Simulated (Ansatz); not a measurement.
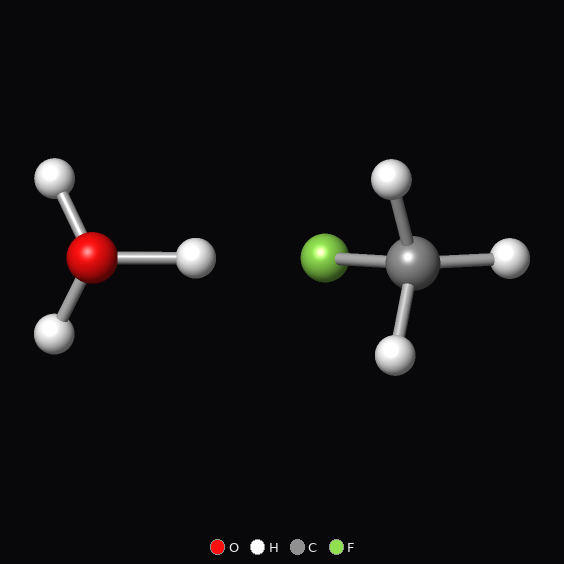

The species has charge +1 and is a spin singlet. Sticks follow a distance rule. Harmonic vibrations computed with RKS PBE0-D4/def2-TZVP (Ansatz 0.2.0) at a stationary point of the same level.

Q: Minimum or transition state?

A: A minimum: no imaginary frequency, and the lowest mode lies at 38 cm⁻¹.

Q: List the wavenumbers.

A: 21 modes: 38, 107, 111, 424, 439, 546, 884, 1128, 1174, 1196, 1466, 1471, 1479, 1648, 1656, 2290, 3100, 3221, 3230, 3724, 3798 cm⁻¹.
